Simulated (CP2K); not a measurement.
**CH5AlS (SMILES [AlH2][CH2]S), step by step**

Aim: a geometry optimisation (singlet CH5AlS, GFN2-xTB), then energy and forces (triplet CH5AlS, GFN2-xTB), then a geometry optimisation (triplet CH5AlS, GFN2-xTB), then energy and forces (singlet CH5AlS, GFN2-xTB) of CH5AlS. 

Program for the calculation: CP2K 2026.2.

4 further runs of the same task are left out: 2 that didn't finish, 2 set aside as unsound or not needed.

## Step 1: The molecule

CH5AlS has 8 atoms, charge 0, and is taken as a singlet. SMILES: `[AlH2][CH2]S`. The shape comes from GFN2-xTB, which is rough for such elements, and wasn't checked as a minimum. This is one conformer, not always the lowest. The run starts from this shape.

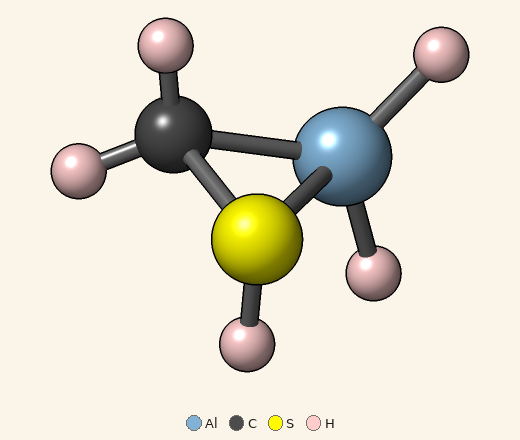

Viewed from a chosen angle; aluminium light blue, carbon dark grey, sulfur yellow, hydrogen pink.

## Step 2: A structure relaxation at GFN2-xTB (run 1)

File calc.inp:

```
&GLOBAL
    PROJECT calc
    RUN_TYPE GEO_OPT
    PRINT_LEVEL LOW
&END GLOBAL
&FORCE_EVAL
    METHOD Quickstep
    &DFT
        &QS
            METHOD XTB
            EPS_DEFAULT 1.0E-10
            &XTB
                GFN_TYPE TBLITE
                &TBLITE
                    METHOD GFN2
                &END TBLITE
                CHECK_ATOMIC_CHARGES F
            &END XTB
        &END QS
        &POISSON
            PERIODIC NONE
            POISSON_SOLVER ANALYTIC
        &END POISSON
        &SCF
            SCF_GUESS ATOMIC
            EPS_SCF 1.0E-06
            MAX_SCF 150
            ADDED_MOS 8
            &DIAGONALIZATION
                ALGORITHM STANDARD
            &END DIAGONALIZATION
            &MIXING
                METHOD DIRECT_P_MIXING
                ALPHA 0.4
            &END MIXING
            &SMEAR ON
                METHOD FERMI_DIRAC
                ELECTRONIC_TEMPERATURE [K] 300
            &END SMEAR
        &END SCF
        &PRINT
            &MOMENTS
                PERIODIC F
                REFERENCE COM
                MAX_MOMENT 1
            &END MOMENTS
            &MULLIKEN OFF
            &END MULLIKEN
            &HIRSHFELD OFF
            &END HIRSHFELD
        &END PRINT
    &END DFT
    &SUBSYS
        &CELL
            ABC 11.5 11.1 11.9
            PERIODIC NONE
        &END CELL
        &COORD
            UNIT bohr
            Al    -1.4351714     0.8223899    -1.4281983
            C      0.9506078     0.8301945     1.4992142
            S      1.7760402    -2.1960129    -0.2024653
            H     -3.9427813    -0.6738007    -1.3421213
            H     -0.6543555     2.3092831    -3.8039053
            H      0.9175943     0.4000928     3.5166291
            H      2.6174786     2.0165834     1.1560211
            H     -0.2294128    -3.5087112     0.6048257
        &END COORD
        &TOPOLOGY
            &CENTER_COORDINATES
            &END CENTER_COORDINATES
        &END TOPOLOGY
    &END SUBSYS
&END FORCE_EVAL
&MOTION
    &GEO_OPT
        OPTIMIZER LBFGS
        MAX_ITER 100
        MAX_FORCE 4.5E-04
        RMS_FORCE 3.0E-04
    &END GEO_OPT
    &PRINT
        &TRAJECTORY
            &EACH
                GEO_OPT 1
            &END EACH
        &END TRAJECTORY
        &FORCES ON
            &EACH
                GEO_OPT 1
            &END EACH
        &END FORCES
        &RESTART OFF
        &END RESTART
        &RESTART_HISTORY OFF
        &END RESTART_HISTORY
    &END PRINT
&END MOTION
```

The run is started by

```console
$ OMP_NUM_THREADS=1 cp2k.psmp calc.inp > calc.out
```

What it wrote (excerpt; [...] marks lines left out):

```text
CP2K| version string:                                       CP2K version 2026.2
[...]
 GLOBAL| Method name                                                        CP2K
[...]
 GLOBAL| Run type                                                        GEO_OPT
[...]
                             - Atoms:                                          8
[...]
                             - Spherical basis functions:                     27
[...]
 Number of electrons:                                                         18
[...]
  *** SCF run converged in    14 steps ***
[...]
 ENERGY| Total FORCE_EVAL ( QS ) energy [hartree]             -8.984242866361386
[...]
 OPT| Step number                                                              1
[...]
 OPT| Total energy [hartree]                                       -8.9842433193
[...]
 ***                    GEOMETRY OPTIMIZATION COMPLETED                      ***
[...]
  *** SCF run converged in     3 steps ***
[...]
  Fermi energy:                                                -0.26302066024707
[...]
 TB_DIPOLE| Moment [Debye]         -0.23699399      -0.04110669       1.18830875
 TB_DIPOLE| Derivative [a.u.]       0.00000000       0.00000000       0.00000000
 ENERGY| Total FORCE_EVAL ( QS ) energy [hartree]             -8.984243319326048
[...]
```

Wall time 0.34 s (1 thread of Arm Neoverse V1, shared host).

## Step 3: The triplet: energy and forces at GFN2-xTB (run 2)

File job.inp:

```
&GLOBAL
   PROJECT_NAME job
   RUN_TYPE ENERGY_FORCE
   PRINT_LEVEL MEDIUM
&END GLOBAL
&FORCE_EVAL
   METHOD QS
   &DFT
      MULTIPLICITY 3
      UNRESTRICTED_KOHN_SHAM T
      &QS
         METHOD XTB
         EPS_DEFAULT 1.0E-10
         &XTB
            GFN_TYPE TBLITE
            &TBLITE
               METHOD GFN2
            &END TBLITE
            CHECK_ATOMIC_CHARGES F
         &END XTB
      &END QS
      &POISSON
         PERIODIC NONE
         POISSON_SOLVER ANALYTIC
      &END POISSON
      &SCF
         SCF_GUESS ATOMIC
         EPS_SCF 1.0E-06
         MAX_SCF 150
         ADDED_MOS 8
         &DIAGONALIZATION
            ALGORITHM STANDARD
         &END DIAGONALIZATION
         &MIXING
            METHOD DIRECT_P_MIXING
            ALPHA 0.4
         &END MIXING
         &SMEAR ON
            METHOD FERMI_DIRAC
            ELECTRONIC_TEMPERATURE [K] 300
         &END SMEAR
      &END SCF
      &PRINT
         &MOMENTS
            PERIODIC F
            REFERENCE COM
            MAX_MOMENT 1
         &END MOMENTS
         &MO ON
            ENERGIES T
            OCCUPATION_NUMBERS T
            NDIGITS 6
            &EACH
               QS_SCF 0
            &END EACH
            ADD_LAST NUMERIC
         &END MO
         &HIRSHFELD OFF
         &END HIRSHFELD
      &END PRINT
   &END DFT
   &SUBSYS
      &CELL
         ABC 11.5 11.1 11.9
         PERIODIC NONE
      &END CELL
      &COORD
         UNIT bohr
         Al    10.0938077    11.9103825     9.9586394
         C     12.4782943    11.9178507    12.8869703
         S     13.3046206     8.8908666    11.1850773
         H      7.5856989    10.4139254    10.0456008
         H     10.8739754    13.3968789     7.5840662
         H     12.4461255    11.4877717    14.9039922
         H     14.1464652    13.1044211    12.5434370
         H     11.2996230     7.5794742    11.9922851
      &END COORD
      &TOPOLOGY
         &CENTER_COORDINATES
         &END CENTER_COORDINATES
      &END TOPOLOGY
   &END SUBSYS
   &PRINT
      &FORCES ON
      &END FORCES
   &END PRINT
&END FORCE_EVAL
```

The run is started by

```console
$ OMP_NUM_THREADS=1 cp2k.psmp job.inp > job.out
```

What it wrote (excerpt; [...] marks lines left out):

```text
CP2K| version string:                                       CP2K version 2026.2
[...]
 GLOBAL| Method name                                                        CP2K
[...]
 GLOBAL| Run type                                                   ENERGY_FORCE
[...]
                             - Atoms:                                          8
[...]
                             - Spherical basis functions:                     27
[...]
 Number of electrons:                                                         10
[...]
  *** SCF run converged in    16 steps ***
[...]
  Fermi energy:                                                -0.26302072433010
[...]
 TB_DIPOLE| Moment [Debye]         -0.23699305      -0.04110494       1.18830970
 TB_DIPOLE| Derivative [a.u.]       0.00000000       0.00000000       0.00000000
[...]
 ENERGY| Total FORCE_EVAL ( QS ) energy [hartree]             -8.984243319197768
 FORCES| Atomic forces [hartree/bohr]
 FORCES|   Atom     x               y               z               |f|
 FORCES|      1  3.71970359E-05 -4.04760775E-05 -5.08613620E-05   7.48919920E-05
 FORCES|      2  8.51151310E-05  1.12351237E-04 -1.41790431E-04   1.99929768E-04
 FORCES|      3  8.60860915E-05 -2.76578469E-05  3.41811355E-06   9.04845575E-05
 FORCES|      4  2.43459733E-05  4.37149060E-05  4.95715772E-05   7.04347974E-05
 FORCES|      5 -3.42952476E-05  4.19467117E-05  1.93769994E-05   5.75426688E-05
 FORCES|      6 -3.88093698E-05 -3.01853817E-05  5.85382428E-05   7.64463886E-05
 FORCES|      7 -1.49664607E-04 -1.32348989E-04  2.23044793E-05   2.01030444E-04
 FORCES|      8 -9.97500693E-06  3.26554405E-05  3.94423807E-05   5.21687642E-05
 FORCES| Sum     1.12706204E-17  1.50297526E-17  5.31665640E-17
 FORCES| Total atomic force                                       5.63879764E-17
[...]
```

Run time: 0.3 s. Hardware: 1 thread of Arm Neoverse V1, shared host.

## Step 4: The triplet: a structure relaxation at GFN2-xTB (run 3)

File gas.inp:

```
&GLOBAL
  PROJECT gas
  RUN_TYPE GEO_OPT
  PRINT_LEVEL LOW
&END GLOBAL

&FORCE_EVAL
  METHOD Quickstep
  &DFT
    CHARGE 0
    MULTIPLICITY 3
    SPIN_POLARIZED T
    &QS
      METHOD XTB
      EPS_DEFAULT 1.0E-10
      &XTB
        GFN_TYPE TBLITE
        &TBLITE
          METHOD GFN2
        &END TBLITE
        CHECK_ATOMIC_CHARGES F
      &END XTB
    &END QS
    # isolated system
    &POISSON
      PERIODIC NONE
      POISSON_SOLVER ANALYTIC
    &END POISSON
    &SCF
      SCF_GUESS ATOMIC
      EPS_SCF 1.0E-06
      MAX_SCF 150
      ADDED_MOS 8
      &DIAGONALIZATION
        ALGORITHM STANDARD
      &END DIAGONALIZATION
      &MIXING
        METHOD DIRECT_P_MIXING
        ALPHA 0.4
      &END MIXING
      &SMEAR ON
        METHOD FERMI_DIRAC
        ELECTRONIC_TEMPERATURE [K] 300
      &END SMEAR
    &END SCF
    &PRINT
      &MOMENTS
        PERIODIC F
        REFERENCE COM
        MAX_MOMENT 1
      &END MOMENTS
      &MULLIKEN OFF
      &END MULLIKEN
      &HIRSHFELD OFF
      &END HIRSHFELD
    &END PRINT
  &END DFT
  # structure
  &SUBSYS
    # vacuum box
    &CELL
      ABC [angstrom] 11.5 11.1 11.9
      PERIODIC NONE
    &END CELL
    &COORD
      UNIT bohr
      Al    10.0938077    11.9103825     9.9586394
      C     12.4782943    11.9178507    12.8869703
      S     13.3046206     8.8908666    11.1850773
      H      7.5856989    10.4139254    10.0456008
      H     10.8739754    13.3968789     7.5840662
      H     12.4461255    11.4877717    14.9039922
      H     14.1464652    13.1044211    12.5434370
      H     11.2996230     7.5794742    11.9922851
    &END COORD
    &TOPOLOGY
      &CENTER_COORDINATES
      &END CENTER_COORDINATES
    &END TOPOLOGY
  &END SUBSYS
&END FORCE_EVAL

&MOTION
  &GEO_OPT
    OPTIMIZER LBFGS
    MAX_ITER 100
    MAX_FORCE 4.5E-04
    RMS_FORCE 3.0E-04
  &END GEO_OPT
  &PRINT
    &TRAJECTORY
      &EACH
        GEO_OPT 1
      &END EACH
    &END TRAJECTORY
    &FORCES ON
      &EACH
        GEO_OPT 1
      &END EACH
    &END FORCES
    &RESTART OFF
    &END RESTART
    &RESTART_HISTORY OFF
    &END RESTART_HISTORY
  &END PRINT
&END MOTION
```

The run is started by

```console
$ OMP_NUM_THREADS=1 cp2k.psmp gas.inp > gas.out
```

What it wrote (excerpt; [...] marks lines left out):

```text
CP2K| version string:                                       CP2K version 2026.2
[...]
 GLOBAL| Method name                                                        CP2K
[...]
 GLOBAL| Run type                                                        GEO_OPT
[...]
                             - Atoms:                                          8
[...]
                             - Spherical basis functions:                     27
[...]
 Number of electrons:                                                         10
[...]
  *** SCF run converged in    16 steps ***
[...]
 ENERGY| Total FORCE_EVAL ( QS ) energy [hartree]             -8.984243319197768
[...]
 OPT| Step number                                                              1
[...]
 OPT| Total energy [hartree]                                       -8.9842434347
[...]
 ***                    GEOMETRY OPTIMIZATION COMPLETED                      ***
[...]
  *** SCF run converged in     2 steps ***
[...]
  Fermi energy:                                                -0.26033275804808
[...]
 TB_DIPOLE| Moment [Debye]         -0.23681160      -0.04119951       1.18801698
 TB_DIPOLE| Derivative [a.u.]       0.00000000       0.00000000       0.00000000
 ENERGY| Total FORCE_EVAL ( QS ) energy [hartree]             -8.984243434676895
[...]
```

It took 0.42 s on 1 thread of Arm Neoverse V1, shared host.

## Step 5: Energy and forces at GFN2-xTB (run 4)

File molecule.inp:

```
&GLOBAL
   PROJECT_NAME molecule
   RUN_TYPE ENERGY_FORCE
   PRINT_LEVEL MEDIUM
&END GLOBAL

&FORCE_EVAL
   METHOD QUICKSTEP
   &DFT
      CHARGE 0
      MULTIPLICITY 1
      &QS
         METHOD XTB
         EPS_DEFAULT 1.0E-10
         &XTB
            GFN_TYPE TBLITE
            &TBLITE
               METHOD GFN2
            &END TBLITE
            CHECK_ATOMIC_CHARGES F
         &END XTB
      &END QS
      # cluster boundary conditions
      &POISSON
         PERIODIC NONE
         POISSON_SOLVER ANALYTIC
      &END POISSON
      &SCF
         SCF_GUESS ATOMIC
         EPS_SCF 1.0E-06
         MAX_SCF 150
         ADDED_MOS 8
         &DIAGONALIZATION
            ALGORITHM STANDARD
         &END DIAGONALIZATION
         &MIXING
            METHOD DIRECT_P_MIXING
            ALPHA 0.4
         &END MIXING
         &SMEAR ON
            METHOD FERMI_DIRAC
            ELECTRONIC_TEMPERATURE [K] 300
         &END SMEAR
      &END SCF
      # extra output
      &PRINT
         &MOMENTS
            PERIODIC F
            REFERENCE COM
            MAX_MOMENT 1
         &END MOMENTS
         &MO ON
            ENERGIES T
            OCCUPATION_NUMBERS T
            NDIGITS 6
            &EACH
               QS_SCF 0
            &END EACH
            ADD_LAST NUMERIC
         &END MO
         &HIRSHFELD OFF
         &END HIRSHFELD
      &END PRINT
   &END DFT
   &SUBSYS
      &CELL
         ABC [angstrom] 11.5 11.1 11.9
         PERIODIC NONE
      &END CELL
      &COORD
         UNIT bohr
         Al    10.0937264    11.9101028     9.9583767
         C     12.4783114    11.9178847    12.8865205
         S     13.3046395     8.8906134    11.1849261
         H      7.5855912    10.4138177    10.0455441
         H     10.8737487    13.3967674     7.5839471
         H     12.4458893    11.4875128    14.9039525
         H     14.1460022    13.1039543    12.5433236
         H     11.2994454     7.5793438    11.9922077
      &END COORD
      &TOPOLOGY
         &CENTER_COORDINATES
         &END CENTER_COORDINATES
      &END TOPOLOGY
   &END SUBSYS
   # extra output
   &PRINT
      &FORCES ON
      &END FORCES
   &END PRINT
&END FORCE_EVAL
```

The run is started by

```console
$ OMP_NUM_THREADS=1 cp2k.psmp -i molecule.inp -o molecule.out
```

What it wrote (excerpt; [...] marks lines left out):

```text
CP2K| version string:                                       CP2K version 2026.2
[...]
 GLOBAL| Method name                                                        CP2K
[...]
 GLOBAL| Run type                                                   ENERGY_FORCE
[...]
                             - Atoms:                                          8
[...]
                             - Spherical basis functions:                     27
[...]
 Number of electrons:                                                         18
[...]
  *** SCF run converged in    14 steps ***
[...]
  Fermi energy:                                                -0.26302439029181
[...]
 TB_DIPOLE| Moment [Debye]         -0.23681438      -0.04119550       1.18801742
 TB_DIPOLE| Derivative [a.u.]       0.00000000       0.00000000       0.00000000
[...]
 ENERGY| Total FORCE_EVAL ( QS ) energy [hartree]             -8.984243434580373
 FORCES| Atomic forces [hartree/bohr]
 FORCES|   Atom     x               y               z               |f|
 FORCES|      1  3.23133352E-05 -3.98851813E-05 -4.85679813E-05   7.06670229E-05
 FORCES|      2 -6.76734537E-05 -5.03212567E-05  3.27214952E-05   9.04578436E-05
 FORCES|      3  6.16003656E-05 -2.76382509E-05  8.66473301E-06   6.80702252E-05
 FORCES|      4  2.03703507E-05  3.85530447E-05  4.82221826E-05   6.50128244E-05
 FORCES|      5 -3.22281646E-05  4.39609985E-05  1.01951018E-05   5.54541620E-05
 FORCES|      6 -4.03444008E-05  5.42704788E-06 -7.32996860E-05   8.38449014E-05
 FORCES|      7  1.76231230E-05 -1.42681904E-05 -9.95658572E-06   2.47646789E-05
 FORCES|      8  8.33884459E-06  4.41717882E-05  3.20207404E-05   5.51906787E-05
 FORCES| Sum    -7.39849398E-17  2.32019265E-17 -2.93005637E-17
 FORCES| Total atomic force                                       8.28892258E-17
[...]
```

Wall time 0.28 s (1 thread of Arm Neoverse V1, shared host).

## Step 6: Summary of results

| quantity | value |
| --- | --- |
| run 1, GFN2-xTB: total energy at the end | -8.98424 Eh |
| run 1, GFN2-xTB: dipole moment (from atomic charges alone) | 1.21 D |
| run 4, GFN2-xTB: HOMO energy | -10.47 eV |
| run 4, GFN2-xTB: LUMO energy | -6.26 eV |
| run 4, GFN2-xTB: HOMO–LUMO gap | 4.21 eV |
| run 4, GFN2-xTB: largest force on an atom | 0.005 eV/Å |
| triplet, run 2 | no result (the spin typed was ignored) |
| triplet, run 3 | no result (the spin typed was ignored) |

What this shows: The dipole (run 1, GFN2-xTB) comes from point charges on the atoms alone, without atomic dipoles, so it is partial. The optimisation (run 1, GFN2-xTB) took 1 steps and changed the energy by -0.000 eV. The dipole (run 4, GFN2-xTB) comes from point charges on the atoms alone, without atomic dipoles, so it is partial. 2 of the 4 runs ended normally but are set aside, since settings or state are in doubt.
